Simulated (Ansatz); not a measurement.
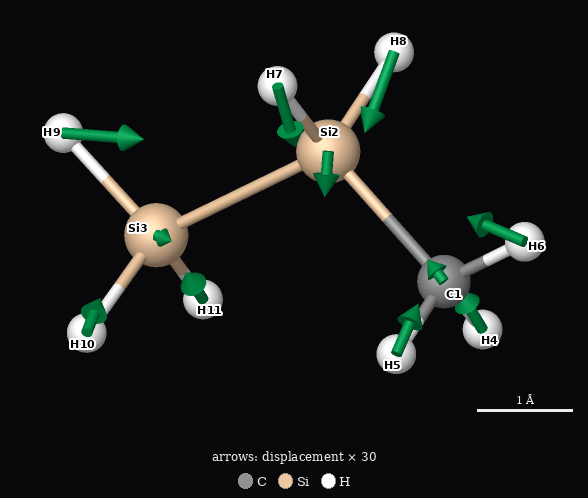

A relaxation of CH8Si2. The starting structure is drawn; green arrows show the displacements, magnified 30 times. The two geometries are superimposed by the best rigid fit.

A ball-and-stick model, seen at a tilt.

These are results of RKS PBE0-D4/def2-TZVP in Ansatz, not measurements. (force threshold 0.005 eV/Å; at most 200 steps)

Q: Atoms of which element are displaced furthest, and by how much?

A: Hydrogen: up to 0.032 Å, against 0.016 Å for silicon.

Q: Describe the change and its energy.

A: Over 4 geometry steps the energy falls by 0.74 kcal/mol. Largest force component: 0.42 eV/Å at the start, 0.0049 eV/Å at the end. H9 moves most after the best rigid fit: 0.032 Å. By element the largest moves are H 0.032 Å, Si 0.016 Å, C 0.010 Å. Among the contacts that change: C1–Si2 1.897 → 1.877 Å, Si2–H7 1.508 → 1.491 Å, C1–H4 1.108 → 1.092 Å, Si2–Si3 2.354 → 2.340 Å. The run took about 40 core-seconds on a shared host.
